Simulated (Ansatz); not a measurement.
**Hypothetical P6_3/mmc GeS2: response to strain**

The reference is GeS$_{2}$ in the 2H-MoS2 type structure (space group P6_3/mmc, No. 194; a hypothetical phase, not in the database extracts checked; layered, stacked along the Cartesian z axis).

```yaml
crystal:
  lattice:
    - [3.42754, 0.00000, 0.00000]
    - [-1.71377, 2.96834, 0.00000]
    - [0.00000, 0.00000, 10.62164]
  atoms:
    - { symbol: Ge, position: [0.33333, 0.66667, 0.25000] }
    - { symbol: Ge, position: [0.66667, 0.33333, 0.75000] }
    - { symbol: S, position: [0.33333, 0.66667, 0.60589] }
    - { symbol: S, position: [0.66667, 0.33333, 0.10589] }
    - { symbol: S, position: [0.66667, 0.33333, 0.39411] }
    - { symbol: S, position: [0.33333, 0.66667, 0.89411] }
```

Cartesian axes are those of the cell as printed.

Strains are applied to the cell and any free atomic positions relax; under biaxial strain the out-of-plane vector relaxes too.

Method: PBE-D3(BJ)/PAW in Ansatz (a quantum-chemistry and plane-wave program), no spin-orbit coupling, earlier PAW set.

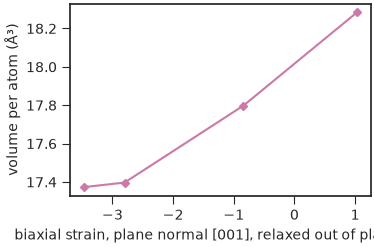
*Volume per atom against biaxial strain, plane normal [001], relaxed out of plane*

Question: From the plot, what is the volume per atom for biaxial strain −2.80 %, plane normal [001], relaxed out of plane?

Answer: About 17.40 Å³.

Question: Is the trend monotonic over the range shown?

Answer: Yes, it rises throughout, spanning 17.37 Å³ to 18.28 Å³.

Without a gap, meshes like the base's 16×16×5 leave anisotropic stresses uncertain by several tenths of a GPa, and small strain energies with them. No phonon test of stability was made. The final runs are not spin-polarised.
